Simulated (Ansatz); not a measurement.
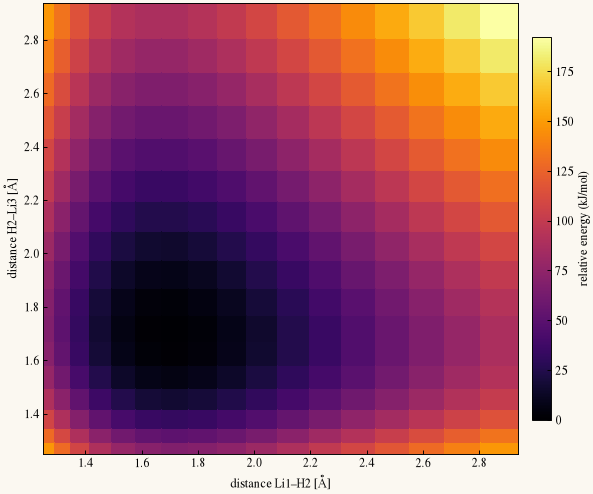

Energy landscape of the system Li⁺ + HLi. 
- Coordinates scanned: (1) distance Li1–H2; (2) distance H2–Li3.
- Nothing is relaxed (the angle Li1–H2–Li3 is fixed at 120 degrees).
- The grid has 17 × 17 points; 153 points were computed and 136 follow by symmetry.
- Points are written as (first, second).
- All energies are given in kJ/mol relative to the lowest grid point.
- The reference is spin-restricted, so regions where a bond is pulled apart into radicals are unreliable.
- Computed with RHF-CCSD(T), frozen core/def2-TZVPD (Ansatz).

In the figure: one coloured cell a grid point. 

Describe this landscape.

Answer. The lowest grid point is at (1.719 Å, 1.719 Å). No other kind of well shows on this grid. The highest grid point, (2.872 Å, 2.872 Å), lies 192 kJ/mol above the lowest. Round the minimum the contours are nearly round: the two directions are equally stiff and uncoupled.

The values on the grid:

| distance H2–Li3 ↓, distance Li1–H2 → | 1.272 | 1.379 | 1.536 | 1.719 | 1.922 | 2.140 | 2.373 | 2.617 | 2.872 |
| --- | --- | --- | --- | --- | --- | --- | --- | --- | --- |
| 2.872 | 148 | 115 | 92 | 88 | 100 | 119 | 143 | 168 | 192 |
| 2.617 | 129 | 95 | 71 | 67 | 78 | 97 | 120 | 144 | 168 |
| 2.373 | 108 | 74 | 50 | 46 | 56 | 74 | 97 | 120 | 143 |
| 2.140 | 89 | 55 | 30 | 25 | 34 | 52 | 74 | 97 | 119 |
| 1.922 | 74 | 39 | 14 | 8 | 17 | 34 | 56 | 78 | 100 |
| 1.719 | 68 | 33 | 7 | 0 | 8 | 25 | 46 | 67 | 88 |
| 1.536 | 78 | 41 | 14 | 7 | 14 | 30 | 50 | 71 | 92 |
| 1.379 | 108 | 70 | 41 | 33 | 39 | 55 | 74 | 95 | 115 |
| 1.272 | 147 | 108 | 78 | 68 | 74 | 89 | 108 | 129 | 148 |

The table holds every second grid line.

The input of one point:

```yaml
crystal:
  periodic: [false, false, false]
  atoms:
    - { symbol: Li, position_ang: [-1.719, 0.0, 0.0] }
    - { symbol: H, position_ang: [0.0, 0.0, 0.0] }
    - { symbol: Li, position_ang: [0.8595, 1.488698, 0.0] }
total_charge: 1
basis:
  gaussian: { orbitals: def2-TZVPD }
hamiltonian:
  xc: hf
output:
  forces: true
correlation:
  method: ccsd_t
```

Each point was launched as `ansatz run input.yaml --threads 1 --pin off --max-ram 2560MiB --backend cpu --events-out ev --progress --plain --runs-dir out`. The whole map (153 points run) took 110 s on 1 thread of Arm Neoverse V1 (shared host).
